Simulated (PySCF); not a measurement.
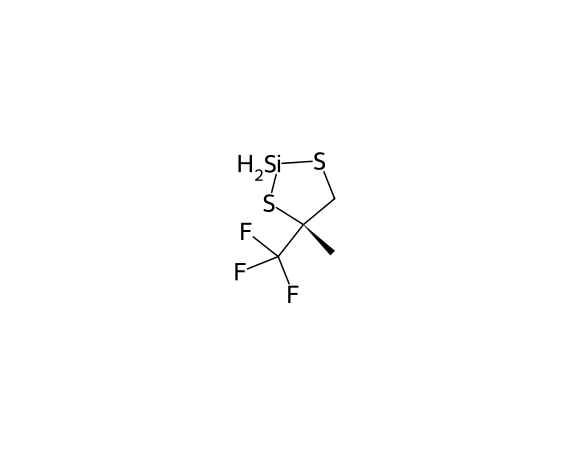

Computed geometry: GFN2-xTB optimisation. No frequency run is at hand to confirm it as a minimum. Level of theory: PBE0/pcSseg-1, gas phase (PySCF 2.14.0).

Computed properties:

The species is C4H7F3S2Si (`C[C@]1(C(F)(F)F)CS[SiH2]S1`).
- dipole moment: 1.90 D
- HOMO energy (Kohn–Sham orbital): −7.42 eV
- LUMO energy (Kohn–Sham orbital): −0.74 eV
- HOMO–LUMO gap: 6.68 eV

The geometry is semi-empirical. Around Si such bond lengths and angles can be off by a tenth of an ångström or more and by several degrees, and values that hang on the shape move with them.
